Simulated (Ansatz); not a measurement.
# Fields on a plane of Tl (hcp, Mg type)

```
Tl
1.0
    3.51996     0.00000     0.00000
   -1.75998     3.04838     0.00000
    0.00000     0.00000     5.60163
Tl
2
Cartesian
  0.00000   2.03225   4.20122
  1.75998   1.01613   1.40041
```

The slice is a (0001) plane (indices of the conventional cell) through the point (0.667, 0.333, 0.250) (fractional), spanned by u = [110] and v = [1 -1 0] in vectors of this cell: u (3.52 Å) and v (6.10 Å, at 90° to u). It covers one period; positions are fractions (u, v).

Atoms on it: Tl at (0.00, 0.00); Tl at (0.50, 0.50).

Method: r2SCAN (plane waves to 500 eV, PAW, scalar-relativistic; Ansatz, an electronic-structure program). k mesh 15×15×9. Near the nuclei the fields are pseudised (PAW); where an atom keeps semicore shells as valence, they peak there. Spin-orbit coupling is left out, though Tl is heavy. Tl was relaxed with its symmetry unable to fall.

```
|xxxxxx7799776622002266779977xxxx|
|xxxx44999977552200225577999944xx|
|55669999886644110011446688999966|
|99999988665533000000335566889999|
|88777766553311000000113355667777|
|66665544221100001100001122445566|
|44332211001122334433221100112233|
|11110011224455666666554422110011|
|00001133556677888888776655331100|
|00113355668899999999998866553311|
|00114466889999665566999988664411|
|00225577999944xxxxxx449999775522|
|002255779977xxxxxxxxxx7799775522|
|002266889955xxxxxxxxxx5599886622|
|002266779977xxxxxxxxxx7799776622|
|00225577999944xxxxxx449999775522|
|00114466889999665566999988664411|
|00003355668899999999998866553300|
|00001133556677778877776655331100|
|11000011224455666666554422110000|
|44332211001122334433221100112233|
|66665544221100111111001122445566|
|88887766553311000000113355667788|
|99999988665533110011335566889999|
|55669999886644110011446688999966|
|xxxx44999977552200225577999944xx|
|xxxxxx7799775522002255779977xxxx|
|xxxxxx5599886622002266889955xxxx|
```
Scale: ten equal steps from 0.11 (start of '0') to 0.42 (end of '9'), in the order '0123456789'. Values: electron localisation function (ELF). The map has 16 points along u (two characters each, u = 0 at the left) and 28 along v (v = 0 in the bottom row). Points within 0.5 Å of a nucleus are blanked (x), as the pseudised field means little there.

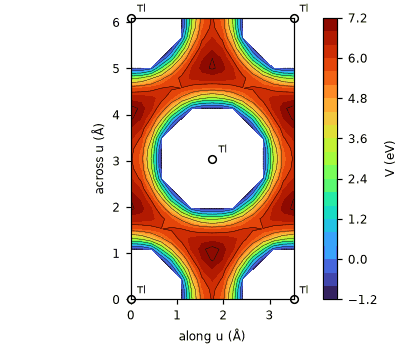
Electrostatic potential energy of an electron, from the cell's mean, in eV, one period of the plane, atoms marked. Points within 1 Å of a nucleus are left white, as the pseudised field means little there. Values under -1 eV are set to -1. The zero, the cell's mean, hangs on the PAW cores.

The density on the Tl–Tl line (3.52 Å) at its midpoint is 0.10 e/Å³ and the ELF at that point is 0.14.
